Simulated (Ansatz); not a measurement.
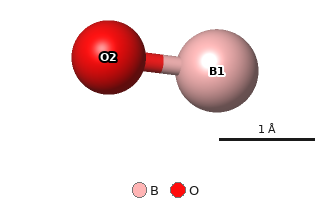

Fig. 1: The structure (ball-and-stick view, seen at an oblique angle; atoms are numbered from 1 in the order of the input). Bond lengths as drawn: B–O 1.20 Å.

**BO: one change and its effect**

System: BO, charge −1, multiplicity 3.
Method of run A: UKS B2PLYP/def2-TZVPPD (Ansatz 0.2.0).

The geometry comes from this level: PBE0-D4/def2-TZVPPD. Text and figures count atoms from 1; the logs count them from 0 in places.

Input file, run A:
```yaml
crystal:
  periodic: [false, false, false]
  atoms:
    - { symbol: B, position_ang: [0.0, 0.0, -0.00794325] }
    - { symbol: O, position_ang: [0.0, 0.0, 1.19283325] }
magnetization:
  spin_polarized: true
  initial_magnetization: 2
total_charge: -1
basis:
  gaussian: { orbitals: def2-TZVPPD.json }
hamiltonian:
  xc: { name: B2PLYP }
```

Launched with:
```bash
ansatz run input.yaml --threads 2 --pin off --max-ram 5120MiB --backend cpu --events-out ev --progress --plain --runs-dir out
```

Hardware: 2 threads of Intel Xeon (Sapphire Rapids), 64 GiB of memory available, shared host.

Output (run A):
```
Engine: ansatz 0.2.0, x86_64-unknown-linux-gnu
Functional definition: B2PLYP
  parameter a = 0.53
  parameter c = 0.27
  exchange = (1 - a)*b88_x + a*exact_x
  correlation = (1 - c)*lyp_c + c*(mp2_os + mp2_ss)
478 factors; integrals over basis functions are off by at most 1.3e-3 eV
mean field evaluation 1: about -2712.7135 eV, gradient 2.7e1 eV
mean field evaluation 2: about -2712.6840 eV, gradient 2.7e1 eV
mean field evaluation 4: about -2716.8001 eV, gradient 5.1e0 eV
mean field evaluation 8: about -2717.1468 eV, gradient 2.1e-1 eV
mean field evaluation 16: about -2717.1475 eV, gradient 2.2e-4 eV
a density is far from that of the atoms, so the factors are made again for it
508 factors; integrals over basis functions are off by at most 1.3e-3 eV
mean field evaluation 32: about -2717.1475 eV, gradient 4.1e-6 eV
mean field evaluation 64: about -2717.0205 eV, gradient 1.6e0 eV
mean field -2717.14749322 eV, -99.8533286271 hartree, gradient 4.1e-6 eV, S^2 2.011767; 5 other end points of the search recorded, 0 dependent functions left out
2 core orbitals not correlated: weight in the atoms' cores, before any rotation towards them, 1.000 or more for the frozen orbitals, at most 0.000 for the correlated occupied ones
reference -2717.14757967 eV, -99.8533318042 hartree; 6, 4 occupied and 69, 71 virtual orbitals, 508 factors
second order -10.18342413 eV of doubles, -0.00000000 eV of singles
Total energy: -2719.89710419 eV, -99.9543749664 hartree
```

Run B used a changed input.

The two runs side by side:

```tsv
quantity	run A	run B
outcome	converged	converged
total energy (hartree)	−99.954375	−99.986010
⟨S²⟩	2.012	2.011
basis functions	75	77
wall time (shared host)	1.7 s	7 s
```

What was changed in the input?

The change (lines with − go, lines with + come):
```diff
-  xc: { name: B2PLYP }
+  xc: { name: wB97M-V }
```

The total energies belong to different methods, so their difference says nothing on which is more stable or more accurate. The functional changes from B2PLYP to wB97M-V. The basis functions go from 75 to 77.

Output (run B):
```
Engine: ansatz 0.2.0, x86_64-unknown-linux-gnu
Functional definition: wB97M-V
  parameter omega = 0.3/bohr
  parameter cx = 0.15
  parameter cx01 = 1.007
  parameter cx10 = 0.259
  parameter css00 = 0.443
  parameter css04 = -1.437
  parameter css10 = -4.535
  parameter css20 = -3.390
  parameter css43 = 4.278
  parameter cos00 = 1.000
  parameter cos10 = 1.358
  parameter cos20 = 2.924
  parameter cos21 = -8.812
  parameter cos60 = -1.390
  parameter cos61 = 9.142
  parameter b = 6.0
  parameter c = 0.01
  gx(w, u) = 1 - cx + cx01*u + cx10*w
  gss(w, u) = css00 + css04*u^4 + css10*w + css20*w^2 + css43*w^4*u^3
  gos(w, u) = cos00 + cos10*w + (cos20 + cos21*u)*w^2 + (cos60 + cos61*u)*w^6
  exchange = spin_sum(e_x_unif_sr(omega)*gx(b97_w, b97_u_x)) + cx*exact_x_sr(omega) + exact_x_lr(omega)
  correlation = spin_sum(e_c_pw_mod_same_spin*gss(b97_w, b97_u_same))
      + integral(e_c_pw_mod_opposite_spin*gos(b97_w_opposite, b97_u_opposite)) + vv10(b, c)
349 factors; their error is unknown
113 factors; integrals over basis functions are off by at most 4.5e-5 eV
mean field evaluation 1: about -2716.2595 eV, gradient 2.7e1 eV
mean field evaluation 2: about -2715.4147 eV, gradient 4.0e1 eV
mean field evaluation 4: about -2720.5758 eV, gradient 2.6e0 eV
mean field evaluation 8: about -2720.7436 eV, gradient 1.4e-1 eV
mean field evaluation 16: about -2720.7577 eV, gradient 1.1e-3 eV
mean field evaluation 32: about -2720.5489 eV, gradient 4.1e0 eV
a density is far from that of the atoms, so the factors are made again for it
502 factors; integrals over basis functions are off by at most 1.3e-3 eV
118 factors; integrals over basis functions are off by at most 4.3e-5 eV
mean field -2720.75790385 eV, -99.9860087707 hartree, gradient 8.6e-6 eV, S^2 2.010570; 0 other end points of the search recorded, 0 dependent functions left out
reference -2720.75792700 eV, -99.9860096214 hartree; 8, 6 occupied and 69, 71 virtual orbitals, 502 factors
Total energy: -2720.75792700 eV, -99.9860096214 hartree
```
